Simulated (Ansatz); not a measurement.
## Geometry relaxation of SnH4ClO2 (part 2 of 2)

SnH4ClO2, multiplicity 2; UKS B3LYP-D4/def2-SVP (Ansatz 0.2.0). It belongs to a series of runs on one base structure; here: end point B relaxed.

Geometry of the input (Å):
```
Sn 0.3926  0.1484  -0.2984
H  0.1046  0.0099  2.6253
H  1.4067  -0.0534  -1.7043
O  -0.9500  1.5043  -0.9286
H  -1.7996  1.4428  -0.4674
O  -0.5600  -1.6076  -0.1032
H  -1.0280  -1.6756  0.7433
Cl -1.0307  -0.4653  3.1431
```

### Trajectory as extended XYZ, continued
```
8
Properties=species:S:1:pos:R:3:forces:R:3 step=11 energy=-22508.40573
Sn    0.4997    0.1957   -0.5176   -0.0033   0.0086   0.0575
H    -0.0566   -0.4268    3.0384   -0.4416   0.0869  -0.0478
H     1.2302   -0.1309   -2.0777   -0.0303  -0.0147  -0.0163
O    -1.0626    1.3869   -0.9708   -0.0809  -0.0224   0.1027
H    -1.6774    1.5054   -0.2282    0.0987  -0.0168  -0.1053
O    -0.2073   -1.6010    0.0718   -0.0584   0.0607   0.0811
H    -0.8704   -1.5101    0.7771    0.0787  -0.0072  -0.1010
Cl   -1.3201   -0.1158    2.9169    0.4373  -0.0950   0.0292
8
Properties=species:S:1:pos:R:3:forces:R:3 step=12 energy=-22508.39789 accepted=F
Sn    0.5305    0.2303   -0.4844   -0.0861  -0.0391  -0.2124
H    -0.1083   -0.5593    3.0128   -0.7997   0.3560  -0.1290
H     1.1638   -0.1455   -2.0812    0.0687   0.0296   0.0449
O    -1.0773    1.3502   -0.9660   -0.0309  -0.0041   0.1699
H    -1.6745    1.4945   -0.2147    0.0571   0.0024  -0.0854
O    -0.1412   -1.5754    0.1185   -0.1387   0.0443   0.2418
H    -0.8587   -1.4867    0.7711    0.1432  -0.0260  -0.1648
Cl   -1.2987   -0.0044    2.8538    0.7865  -0.3632   0.1351
8
Properties=species:S:1:pos:R:3:forces:R:3 step=13 energy=-22508.41490
Sn    0.5136    0.2088   -0.5161   -0.0085   0.0307   0.0026
H    -0.0848   -0.4775    2.9991   -0.1099   0.0070  -0.0212
H     1.2111   -0.1409   -2.0879   -0.0139  -0.0067  -0.0039
O    -1.0769    1.3633   -0.9647   -0.0038  -0.0301   0.0281
H    -1.6687    1.5039   -0.2103    0.0246  -0.0022  -0.0192
O    -0.1665   -1.5843    0.1110   -0.0659   0.0312   0.0947
H    -0.8765   -1.4859    0.7675    0.0729  -0.0125  -0.0816
Cl   -1.3158   -0.0838    2.9114    0.1045  -0.0174   0.0005
8
Properties=species:S:1:pos:R:3:forces:R:3 step=14 energy=-22508.42132
Sn    0.5233    0.2221   -0.5172   -0.0095   0.0318  -0.0074
H    -0.1085   -0.5338    2.9561   -0.0652  -0.0099  -0.0339
H     1.1978   -0.1504   -2.0951   -0.0083  -0.0067  -0.0015
O    -1.0946    1.3387   -0.9615    0.0083  -0.0323   0.0179
H    -1.6606    1.5075   -0.1937    0.0105  -0.0003  -0.0056
O    -0.1248   -1.5652    0.1624   -0.1829   0.0409   0.1799
H    -0.8882   -1.4615    0.7598    0.1939  -0.0247  -0.1650
Cl   -1.3088   -0.0539    2.8989    0.0532   0.0013   0.0157
8
Properties=species:S:1:pos:R:3:forces:R:3 step=15 energy=-22508.43010
Sn    0.5343    0.2374   -0.5164   -0.0154   0.0406  -0.0389
H    -0.1434   -0.6020    2.8800   -0.2620   0.0934  -0.0365
H     1.1878   -0.1586   -2.0987    0.0014  -0.0021   0.0046
O    -1.1114    1.3121   -0.9598    0.0147  -0.0318   0.0348
H    -1.6556    1.5067   -0.1823    0.0058  -0.0006  -0.0098
O    -0.0847   -1.5447    0.2075   -0.3230   0.0605   0.3056
H    -0.8911   -1.4409    0.7512    0.3142  -0.0460  -0.2470
Cl   -1.3002   -0.0065    2.9283    0.2643  -0.1141  -0.0128
8
Properties=species:S:1:pos:R:3:forces:R:3 step=16 energy=-22508.44456
Sn    0.5429    0.2573   -0.5042   -0.0037   0.0863  -0.0280
H    -0.1839   -0.7032    2.7565   -0.5946   0.3715  -0.0247
H     1.1816   -0.1663   -2.0869   -0.0002  -0.0196  -0.0043
O    -1.1358    1.2765   -0.9530    0.0149  -0.0543   0.0646
H    -1.6599    1.5006   -0.1689    0.0164  -0.0086  -0.0268
O    -0.0321   -1.5035    0.3154   -0.7660   0.0938   0.4584
H    -0.9235   -1.4087    0.7314    0.7493  -0.0905  -0.4048
Cl   -1.2538    0.0508    2.9195    0.5839  -0.3787  -0.0343
8
Properties=species:S:1:pos:R:3:forces:R:3 step=17 energy=-22508.48434
Sn    0.5594    0.2763   -0.4826    0.0070   0.1647  -0.0990
H    -0.2503   -0.7430    2.5779   -0.7286   0.5918   0.1434
H     1.1759   -0.1825   -2.0669    0.0136  -0.0189   0.0088
O    -1.1488    1.2368   -0.9440    0.0391  -0.0732   0.0927
H    -1.6619    1.4874   -0.1606    0.0009  -0.0023  -0.0163
O     0.0081   -1.4595    0.4109   -0.9976   0.0370   0.4921
H    -0.9476   -1.4066    0.6711    0.9176  -0.0866  -0.3291
Cl   -1.1991    0.0947    3.0040    0.7480  -0.6124  -0.2927
8
Properties=species:S:1:pos:R:3:forces:R:3 step=18 energy=-22508.56339
Sn    0.5667    0.2933   -0.4604    0.0287   0.2154  -0.0018
H    -0.3183   -0.7519    2.3943   -0.3153   0.3264  -0.0099
H     1.1876   -0.2053   -2.0328   -0.0273  -0.0462   0.0040
O    -1.1684    1.1978   -0.9210    0.0588  -0.0915   0.0510
H    -1.6688    1.4782   -0.1396    0.0028  -0.0126   0.0093
O     0.0226   -1.3877    0.5586   -1.5943  -0.1131   0.2052
H    -0.9829   -1.4305    0.5787    1.5215   0.0124  -0.1017
Cl   -1.1029    0.1098    3.0319    0.3252  -0.2909  -0.1561
8
Properties=species:S:1:pos:R:3:forces:R:3 step=19 energy=-22508.63681
Sn    0.5945    0.3301   -0.3971   -0.0895  -0.0478  -0.1878
H    -0.4054   -0.6796    2.2365   -0.2092   0.2237   0.1942
H     1.1609   -0.2353   -1.9737    0.0681   0.0417   0.0598
O    -1.1670    1.1531   -0.8918    0.0444   0.0242   0.1108
H    -1.6754    1.4503   -0.1216   -0.0345   0.0041  -0.0022
O     0.0052   -1.3702    0.5819   -0.7492   0.0146   0.2492
H    -0.9675   -1.4821    0.4624    0.6786   0.0304  -0.0093
Cl   -1.0096    0.1374    3.1132    0.2913  -0.2909  -0.4148
8
Properties=species:S:1:pos:R:3:forces:R:3 step=20 energy=-22508.67649
Sn    0.5697    0.3108   -0.3868    0.0259   0.2167   0.1542
H    -0.4837   -0.6925    2.1551   -0.0478   0.3214   0.0680
H     1.2180   -0.2339   -1.9369   -0.0970  -0.0211  -0.0047
O    -1.1874    1.1786   -0.8140    0.0346  -0.0515  -0.0314
H    -1.7007    1.4211   -0.0260    0.0858  -0.0469   0.0053
O    -0.0278   -1.3539    0.6611   -1.1404  -0.3411  -0.2985
H    -0.9431   -1.5942    0.3487    1.0301   0.1757   0.3433
Cl   -0.9095    0.2676    3.0087    0.1087  -0.2533  -0.2361
8
Properties=species:S:1:pos:R:3:forces:R:3 step=21 energy=-22508.72244
Sn    0.5684    0.3223   -0.2986    0.0769  -0.0165  -0.0113
H    -0.5016   -0.6435    2.0645    0.0228  -0.1428  -0.1844
H     1.1718   -0.2320   -1.8619   -0.0015   0.0296  -0.0177
O    -1.1809    1.1749   -0.7478   -0.0729   0.0532  -0.0185
H    -1.6988    1.4011    0.0414    0.0381  -0.0225   0.0195
O    -0.0482   -1.3985    0.6573   -0.5255  -0.1298  -0.0852
H    -0.9104   -1.6824    0.2800    0.4912   0.1000   0.2075
Cl   -0.8647    0.3616    2.8748   -0.0292   0.1289   0.0902
8
Properties=species:S:1:pos:R:3:forces:R:3 step=22 energy=-22508.73956
Sn    0.5699    0.3136   -0.2720    0.0150  -0.0319  -0.0035
H    -0.5662   -0.6202    1.9979    0.0708  -0.1076  -0.1071
H     1.1597   -0.2156   -1.8506   -0.0145   0.0038  -0.0140
O    -1.1787    1.1855   -0.6956   -0.0232   0.0262  -0.0110
H    -1.6843    1.3811    0.1103    0.0429  -0.0137   0.0132
O    -0.0627   -1.4192    0.6759   -0.2035   0.0685   0.0437
H    -0.8682   -1.7627    0.2483    0.1566   0.0111   0.0493
Cl   -0.8338    0.4412    2.7957   -0.0441   0.0435   0.0294
8
Properties=species:S:1:pos:R:3:forces:R:3 step=23 energy=-22508.75064
Sn    0.5699    0.3066   -0.2740    0.0092   0.0007  -0.0314
H    -0.5970   -0.6156    1.9641    0.0236  -0.0218  -0.0706
H     1.1233   -0.2165   -1.8710   -0.0308  -0.0270   0.0284
O    -1.1771    1.1959   -0.6653   -0.0089   0.0590   0.0633
H    -1.6379    1.4066    0.1655    0.0269  -0.0377  -0.0481
O    -0.0675   -1.4086    0.7104   -0.3082  -0.0978  -0.1351
H    -0.8066   -1.8393    0.2341    0.3068   0.1491   0.1979
Cl   -0.8716    0.4744    2.7459   -0.0186  -0.0245  -0.0044
8
Properties=species:S:1:pos:R:3:forces:R:3 step=24 energy=-22508.75692
Sn    0.5774    0.3103   -0.2762    0.0379   0.0448  -0.0501
H    -0.6322   -0.6054    1.9184    0.0411  -0.0363  -0.0590
H     1.0786   -0.2471   -1.8787   -0.0291  -0.0237   0.0217
O    -1.1529    1.2491   -0.6274   -0.0914   0.0077   0.2125
H    -1.6194    1.3754    0.2224    0.1123  -0.0022  -0.1958
O    -0.0678   -1.3910    0.7328   -0.4347  -0.2685  -0.2982
H    -0.7459   -1.8902    0.2254    0.4153   0.2748   0.3259
Cl   -0.9022    0.5025    2.6932   -0.0514   0.0034   0.0430
8
Properties=species:S:1:pos:R:3:forces:R:3 step=25 energy=-22508.76451
Sn    0.5760    0.3147   -0.2955   -0.0215   0.0037  -0.0256
H    -0.6529   -0.6168    1.9137    0.0429   0.0313  -0.0431
H     1.0399   -0.2754   -1.8968   -0.0254  -0.0177   0.0294
O    -1.1548    1.2624   -0.6268   -0.0289   0.0440   0.2374
H    -1.5847    1.4325    0.2348    0.0687  -0.0473  -0.1966
O    -0.0557   -1.3735    0.7458   -0.2189  -0.1811  -0.2078
H    -0.6830   -1.9231    0.2361    0.2242   0.1745   0.1969
Cl   -0.9491    0.4828    2.6986   -0.0412  -0.0074   0.0094
8
Properties=species:S:1:pos:R:3:forces:R:3 step=26 energy=-22508.76880
Sn    0.6043    0.3069   -0.3737    0.0181  -0.0487   0.0526
H    -0.6752   -0.5743    1.8714   -0.1441  -0.0042   0.1712
H     0.9174   -0.3562   -1.9802   -0.0274  -0.0080   0.0161
O    -1.0798    1.3563   -0.5791   -0.0014   0.0143  -0.0922
H    -1.5226    1.4491    0.2819   -0.0159  -0.0007   0.1332
O    -0.0318   -1.3095    0.7691    0.0663  -0.0841  -0.2266
H    -0.5416   -1.9855    0.2891    0.0616   0.1293   0.1074
Cl   -1.1350    0.4168    2.7313    0.0429   0.0021  -0.1617
8
Properties=species:S:1:pos:R:3:forces:R:3 step=27 energy=-22508.77558
Sn    0.6156    0.3252   -0.3451   -0.0886  -0.1192  -0.0772
H    -0.6887   -0.5788    1.8450   -0.0433  -0.0660   0.0251
H     0.8838   -0.3865   -1.9407    0.0260   0.0609   0.0026
O    -1.0900    1.3475   -0.5409    0.0717   0.0283  -0.1456
H    -1.5161    1.4375    0.3291   -0.0235  -0.0016   0.1375
O    -0.0105   -1.3218    0.7578   -0.0419  -0.1393  -0.0987
H    -0.5263   -1.9823    0.2601    0.1260   0.1846   0.1216
Cl   -1.1322    0.4629    2.6444   -0.0262   0.0524   0.0347
8
Properties=species:S:1:pos:R:3:forces:R:3 step=28 energy=-22508.78178
Sn    0.6081    0.3071   -0.3661   -0.0247  -0.0118  -0.0331
H    -0.7018   -0.5834    1.8548   -0.0484   0.0434   0.0624
H     0.8848   -0.3690   -1.9755   -0.0165   0.0127   0.0244
O    -1.0848    1.3546   -0.5392    0.0428   0.0028  -0.0521
H    -1.4955    1.4441    0.3407    0.0013  -0.0112   0.0480
O    -0.0050   -1.3215    0.7692    0.0068  -0.0727  -0.0898
H    -0.5117   -1.9922    0.2816    0.0441   0.0650   0.0564
Cl   -1.1584    0.4638    2.6443   -0.0054  -0.0283  -0.0161
8
Properties=species:S:1:pos:R:3:forces:R:3 step=29 energy=-22508.78707
Sn    0.6225    0.3020   -0.3994   -0.0189  -0.0042  -0.0009
H    -0.7207   -0.5718    1.8535   -0.0460   0.0360   0.0625
H     0.8247   -0.4018   -2.0023    0.0001   0.0033  -0.0243
O    -1.0570    1.3767   -0.5192    0.0144   0.0200  -0.0147
H    -1.4578    1.4475    0.3685    0.0091  -0.0139   0.0182
O     0.0241   -1.2994    0.7736    0.0595  -0.0027  -0.0191
H    -0.4603   -1.9899    0.2962   -0.0124  -0.0291  -0.0063
Cl   -1.2398    0.4403    2.6388   -0.0059  -0.0095  -0.0152
8
Properties=species:S:1:pos:R:3:forces:R:3 step=30 energy=-22508.79294
Sn    0.6495    0.2823   -0.4799   -0.1084   0.0563  -0.0184
H    -0.7706   -0.5433    1.8533   -0.1227   0.1469   0.1405
H     0.6952   -0.4623   -2.0855   -0.0167   0.0248   0.0439
O    -0.9884    1.4387   -0.4622    0.0546  -0.0805   0.1469
H    -1.3710    1.4426    0.4427    0.0665   0.0059  -0.1559
O     0.0883   -1.2541    0.7896   -0.0794  -0.0855  -0.0922
H    -0.3379   -2.0042    0.3398    0.0764   0.1057   0.0939
Cl   -1.4295    0.4039    2.6121    0.1297  -0.1737  -0.1587
8
Properties=species:S:1:pos:R:3:forces:R:3 step=31 energy=-22508.79071 accepted=F
Sn    0.6511    0.2902   -0.4925   -0.1164  -0.1738   0.0785
H    -0.7838   -0.5456    1.8497   -0.0554   0.0895   0.0610
H     0.6825   -0.4408   -2.0976    0.0030   0.0036  -0.0245
O    -0.9766    1.4499   -0.4625    0.0100  -0.0079   0.1009
H    -1.3559    1.4479    0.4420    0.0158   0.0147  -0.0884
O     0.0718   -1.2497    0.7718    0.1234   0.3377   0.1797
H    -0.3161   -2.0463    0.3921   -0.0579  -0.1631  -0.2112
Cl   -1.4375    0.3980    2.6068    0.0775  -0.1006  -0.0960
8
Properties=species:S:1:pos:R:3:forces:R:3 step=32 energy=-22508.79643
Sn    0.6466    0.2840   -0.4821   -0.0527  -0.0171  -0.0074
H    -0.7825   -0.5495    1.8497   -0.0533   0.0851   0.0716
H     0.6772   -0.4581   -2.0853   -0.0051   0.0126   0.0107
O    -0.9816    1.4452   -0.4613    0.0312  -0.0223   0.0576
H    -1.3599    1.4563    0.4426    0.0124   0.0032  -0.0583
O     0.0853   -1.2506    0.7874   -0.0015   0.0150   0.0059
H    -0.3152   -2.0221    0.3583    0.0205   0.0000  -0.0211
Cl   -1.4342    0.3984    2.6004    0.0486  -0.0766  -0.0590
8
Properties=species:S:1:pos:R:3:forces:R:3 step=33 energy=-22508.79621 accepted=F
Sn    0.6380    0.2647   -0.4993    0.2155   0.0559  -0.0504
H    -0.7988   -0.5465    1.8517   -0.0519   0.0428   0.0720
H     0.6244   -0.4634   -2.1069   -0.0226  -0.0255   0.0016
O    -0.9422    1.4712   -0.4499   -0.1525   0.0639   0.0089
H    -1.3443    1.4733    0.4420    0.0267   0.0011   0.0034
O     0.1001   -1.2387    0.8016   -0.0272  -0.0729  -0.0136
H    -0.2588   -2.0323    0.3771   -0.0035  -0.0458   0.0095
Cl   -1.4827    0.3754    2.5934    0.0154  -0.0195  -0.0315
8
Properties=species:S:1:pos:R:3:forces:R:3 step=34 energy=-22508.79807
Sn    0.6492    0.2795   -0.4890    0.0078  -0.0264  -0.0130
H    -0.7937   -0.5466    1.8532   -0.0321   0.0382   0.0389
H     0.6490   -0.4633   -2.0909    0.0037   0.0032  -0.0022
O    -0.9649    1.4528   -0.4559   -0.0171   0.0257   0.0031
H    -1.3508    1.4616    0.4432    0.0016   0.0016   0.0003
O     0.0887   -1.2428    0.7901   -0.0007  -0.0342  -0.0120
H    -0.2863   -2.0275    0.3613    0.0246   0.0126   0.0002
Cl   -1.4555    0.3900    2.5976    0.0121  -0.0207  -0.0154
8
Properties=species:S:1:pos:R:3:forces:R:3 step=35 energy=-22508.79930
Sn    0.6424    0.2698   -0.5083    0.0498  -0.0051   0.0277
H    -0.8132   -0.5425    1.8586   -0.0164   0.0119   0.0186
H     0.6275   -0.4700   -2.1112   -0.0228  -0.0067  -0.0034
O    -0.9508    1.4693   -0.4457   -0.0234   0.0209  -0.0290
H    -1.3326    1.4775    0.4545    0.0011  -0.0098   0.0150
O     0.0937   -1.2368    0.7918   -0.0238  -0.0644  -0.0529
H    -0.2436   -2.0459    0.3752    0.0363   0.0517   0.0229
Cl   -1.4877    0.3823    2.5950   -0.0008   0.0016   0.0011
8
Properties=species:S:1:pos:R:3:forces:R:3 step=36 energy=-22508.80047
Sn    0.6487    0.2670   -0.5224    0.0120  -0.0115   0.0227
H    -0.8335   -0.5400    1.8639   -0.0074   0.0076   0.0071
H     0.5940   -0.4807   -2.1210   -0.0097  -0.0042  -0.0091
O    -0.9341    1.4808   -0.4406   -0.0124   0.0184  -0.0051
H    -1.3146    1.4825    0.4605    0.0016  -0.0068   0.0042
O     0.0961   -1.2254    0.7883   -0.0023  -0.0052   0.0004
H    -0.2025   -2.0534    0.3831    0.0139  -0.0008  -0.0092
Cl   -1.5185    0.3729    2.5980    0.0042   0.0024  -0.0109
8
Properties=species:S:1:pos:R:3:forces:R:3 step=37 energy=-22508.80029 accepted=F
Sn    0.6529    0.2566   -0.5454   -0.0243   0.0199  -0.0113
H    -0.8708   -0.5329    1.8663    0.0200  -0.0305  -0.0222
H     0.5249   -0.4984   -2.1400    0.0012   0.0056   0.0055
O    -0.8988    1.5099   -0.4194    0.0126  -0.0136  -0.0040
H    -1.2844    1.4931    0.4795    0.0144  -0.0020  -0.0026
O     0.1070   -1.2122    0.7877   -0.0937  -0.2716  -0.0935
H    -0.1169   -2.0780    0.3994    0.0786   0.2757   0.1198
Cl   -1.5782    0.3655    2.5817   -0.0088   0.0164   0.0083
8
Properties=species:S:1:pos:R:3:forces:R:3 step=38 energy=-22508.80109
Sn    0.6508    0.2617   -0.5297   -0.0064   0.0097  -0.0114
H    -0.8511   -0.5376    1.8613    0.0052  -0.0065  -0.0047
H     0.5568   -0.4881   -2.1275    0.0009   0.0003   0.0008
O    -0.9178    1.4944   -0.4281    0.0104  -0.0015  -0.0139
H    -1.3003    1.4855    0.4720    0.0003   0.0007   0.0098
O     0.1031   -1.2224    0.7891    0.0025   0.0618   0.0477
H    -0.1604   -2.0637    0.3908   -0.0097  -0.0661  -0.0352
Cl   -1.5457    0.3737    2.5819   -0.0031   0.0015   0.0069
8
Properties=species:S:1:pos:R:3:forces:R:3 step=39 energy=-22508.80137
Sn    0.6506    0.2555   -0.5443   -0.0182   0.0203  -0.0254
H    -0.8732   -0.5383    1.8633    0.0142  -0.0154  -0.0168
H     0.5179   -0.4988   -2.1395    0.0038   0.0049   0.0137
O    -0.8996    1.5104   -0.4203    0.0182  -0.0122   0.0093
H    -1.2776    1.5004    0.4820    0.0028  -0.0033  -0.0088
O     0.1068   -1.2132    0.7904   -0.0397  -0.0841  -0.0226
H    -0.1085   -2.0766    0.4029    0.0255   0.0792   0.0397
Cl   -1.5809    0.3642    2.5753   -0.0066   0.0105   0.0111
8
Properties=species:S:1:pos:R:3:forces:R:3 step=40 energy=-22508.80152
Sn    0.6500    0.2570   -0.5432   -0.0063   0.0141  -0.0089
H    -0.8700   -0.5389    1.8626    0.0085  -0.0052  -0.0071
H     0.5267   -0.4978   -2.1380   -0.0005   0.0021   0.0059
O    -0.9013    1.5099   -0.4216    0.0086  -0.0110   0.0013
H    -1.2829    1.4953    0.4789    0.0029   0.0009   0.0001
O     0.1035   -1.2134    0.7897   -0.0211  -0.0155  -0.0002
H    -0.1173   -2.0736    0.4018    0.0097   0.0120   0.0088
Cl   -1.5732    0.3652    2.5796   -0.0017   0.0026   0.0000
```

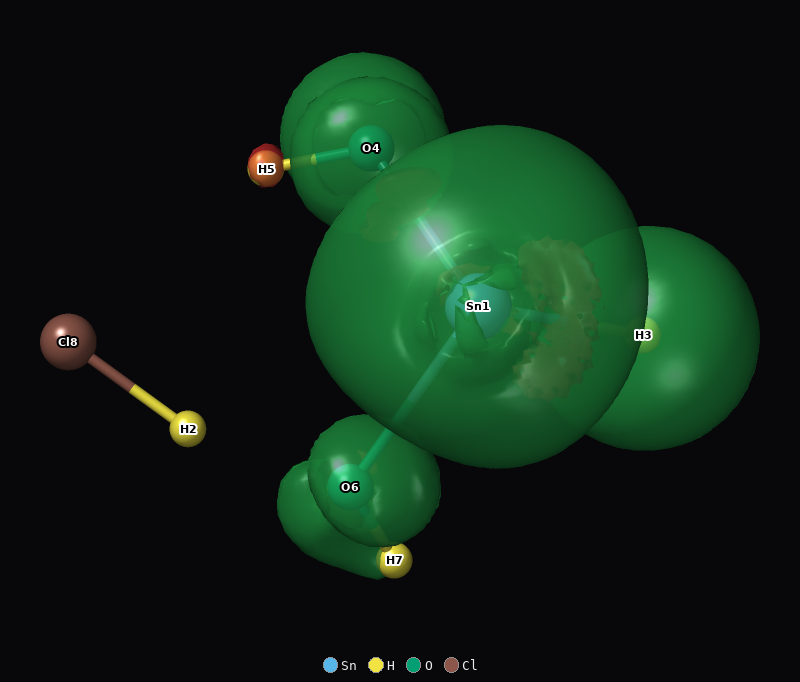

**Figure 1.** Isosurfaces of the spin density (α minus β) at +0.01 (green) and −0.01 e/Å³ (red), seen face on. The unpaired spin (1 electron) lies mostly on Sn1 (about 0.6), O4 (about 0.2) and H3 (about 0.2), in electrons by Hirshfeld's partition.

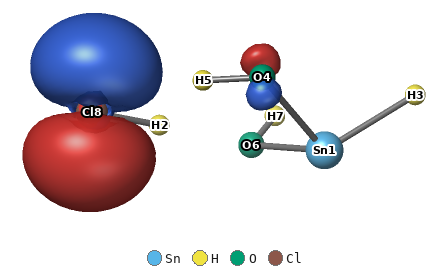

**Figure 2.** The HOMO (β) at ±0.15 Å⁻³ᐟ² (red and blue are the two phases), seen from the side. Its energy is −7.96 eV.
